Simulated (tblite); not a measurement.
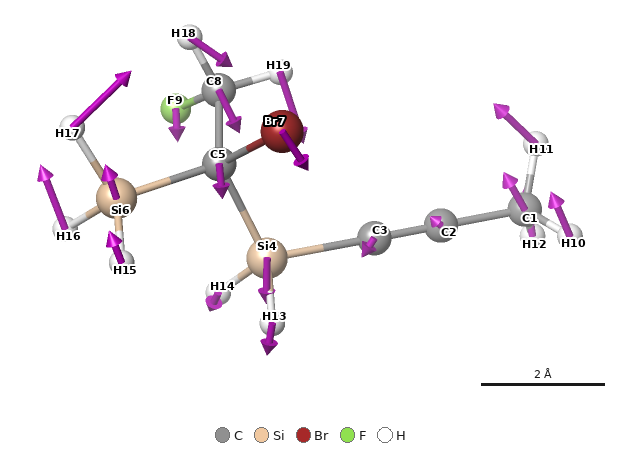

This is a relaxation of C5H10BrFSi2. The starting structure is drawn; purple arrows show the displacements, magnified 3 times. The two geometries are superimposed by the best rigid fit.

Style: ball-and-stick. Shown at a tilt.

The calculation used tblite, GFN2-xTB geometry optimisation, gas phase. 

> Atoms of which element are displaced furthest, and by how much?

Hydrogen: up to 0.46 Å, against 0.29 Å for bromine.

> What did the optimiser do to the structure, and how much energy did it gain?

Over 73 geometry steps the energy falls by 31.5 kJ/mol. The atom that moves furthest after the best rigid fit is H17 (0.46 Å). Largest moves by element: H 0.46 Å, Br 0.29 Å, Si 0.27 Å, C 0.27 Å, F 0.19 Å. Some distances before and after: Si4–Si6 2.944 → 3.250 Å, Si4–C5 1.866 → 1.924 Å, C3–Si4 1.892 → 1.839 Å, C5–Si6 1.861 → 1.913 Å. Bond angles that change, for instance: Si4–C5–Si6 104.4° → 115.8°, H13–Si4–H14 106.7° → 113.4°, C3–Si4–C5 111.9° → 105.6°.
